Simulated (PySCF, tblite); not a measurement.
**C₄H₁₄AlNSi₂: geometry, infrared bands and NMR shifts**

What infrared bands and NMR shifts should C₄H₁₄AlNSi₂ (`[SiH3][N]([SiH3])[Al]1[CH2]CC[CH2]1`) show?

Programs: tblite 0.8.0 and PySCF 2.14.0, with density-fitted response routines of our own. Each step states its level of theory. These are calculated values for one molecule in the gas phase, unless marked as measured. Atoms are numbered from 0 throughout.

### Step 1. The molecule as given

22 atoms, charge 0, multiplicity 1; geometry from: force field or distance geometry start.

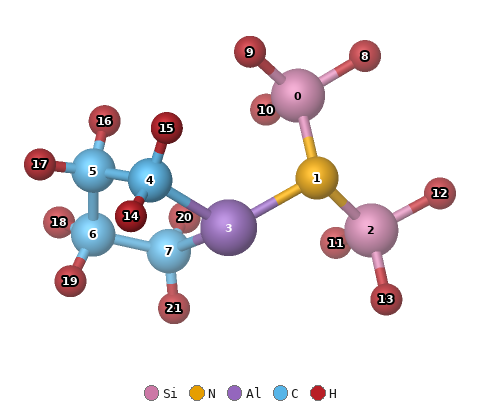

The starting geometry (silicon pink, nitrogen amber, aluminium purple, carbon blue, hydrogen red), atoms numbered.

### Step 2. Geometry optimisation with GFN2-xTB

Job settings and geometry (Å):

```
{"job": {"kind": "relax", "xc": "GFN2-xTB", "basis": "xTB"}, "charge": 0, "multiplicity": 1}
Si    -1.808700    -1.214500     1.010100
N     -1.735000     0.580000     0.890000
Si    -2.886200     1.094400    -0.353500
Al     0.021100     1.052900     0.279800
C      1.590100     0.448000     1.312600
C      2.286500    -0.525900     0.356000
C      2.165100    -0.040000    -1.098000
C      0.722100     0.339200    -1.403900
H     -3.148900    -1.612200     1.479700
H     -0.821300    -1.699600     1.977300
H     -1.568600    -1.826300    -0.304400
H     -2.583200     0.455300    -1.642800
H     -4.263500     0.724500     0.059300
H     -2.829000     2.558600    -0.513900
H      2.238000     1.330500     1.531000
H      1.294700    -0.060200     2.258300
H      1.821800    -1.526500     0.452700
H      3.361700    -0.626400     0.636800
H      2.509400    -0.833300    -1.785300
H      2.821000     0.849400    -1.230300
H      0.125700    -0.552400    -1.703400
H      0.676600     1.103800    -2.208900
```

Command:

```bash
$ OMP_NUM_THREADS=1 python probes_run.py task.json out
```

One launch serves the whole session: the jobs run in the order shown.

**Question.** This job is followed by: GFN2-xTB harmonic vibrations, gas phase; GIAO PBE0/pcSseg-1 NMR shielding, non-relativistic, gas phase. Predict these results of the whole session: strongest single infrared mode (GFN2-xTB); zero-point energy (GFN2-xTB); 13C shifts against TMS (PBE0/pcSseg-1, means over atoms taken as alike); 1H shifts against TMS (PBE0/pcSseg-1, means over atoms taken as alike); 29Si shifts against TMS (PBE0/pcSseg-1, means over atoms taken as alike); 15N shifts against NH3 (PBE0/pcSseg-1); 27Al shifts against AlH4- (PBE0/pcSseg-1).

As calculated:

| quantity | value |
| --- | --- |
| strongest single infrared mode (GFN2-xTB) | 792 cm⁻¹, 680 km/mol |
| zero-point energy (GFN2-xTB) | 100.5 kcal/mol |
| 13C shifts against TMS (PBE0/pcSseg-1, means over atoms taken as alike) | 32.1, 9.8 ppm |
| 1H shifts against TMS (PBE0/pcSseg-1, means over atoms taken as alike) | 4.87, 1.64, 0.51 ppm |
| 29Si shifts against TMS (PBE0/pcSseg-1, means over atoms taken as alike) | -60.8 ppm |
| 15N shifts against NH3 (PBE0/pcSseg-1) | 16.5 ppm |
| 27Al shifts against AlH4- (PBE0/pcSseg-1) | 163.9 ppm |

What this shows: The optimisation took 151 steps and gained 1.053 eV; among the close pairs (by a distance rule), N1–Al3 changed most, from 1.918 to 1.818 Å. All 60 modes are real, so the xTB geometry is a minimum. GFN2-xTB is a fitted tight-binding method: band positions and strengths are rough. Its intensities can rank the bands wrongly. At PBE0/pcSseg-1: The largest span, 121 ppm, is at Si0, Si2, where the paramagnetic term is -470 ppm.
